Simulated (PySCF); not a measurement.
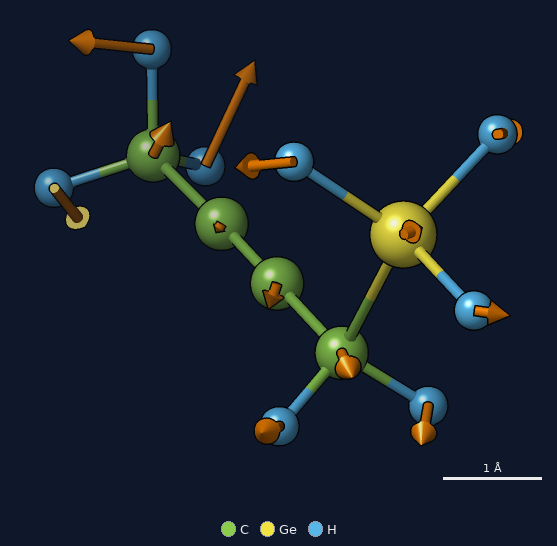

A relaxation of C4H8Ge. The starting structure is drawn; orange arrows show the displacements, magnified 10 times. The two geometries are superimposed by the best rigid fit.

A ball-and-stick model, seen from a free direction.

The start comes from GFN2-xTB. Its atoms were then displaced at random by about 0.01 Å.

Computed with PBE0-D3(BJ)/def2-SVP geometry optimisation, gas phase (PySCF 2.14.0, density-fitted response routines). 

**Atoms of which element are displaced furthest, and by how much?**

Hydrogen: up to 0.12 Å, against 0.06 Å for carbon.

**Describe the change and its energy.**

The atom that moves furthest after the best rigid fit is an H atom (0.12 Å). Largest moves by element: H 0.12 Å, C 0.06 Å, Ge 0.03 Å. Some distances before and after: C–C 1.397 → 1.449 Å, Ge–H 1.495 → 1.538 Å, C–Ge 2.006 → 1.975 Å, C–H 1.074 → 1.101 Å. Bond angles that change, for instance: H–C–H 111.2° → 107.6°, C–Ge–H 112.6° → 109.3°, C–C–H 108.4° → 111.4°. After 4 geometry steps the energy has fallen by 15.4 kJ/mol.
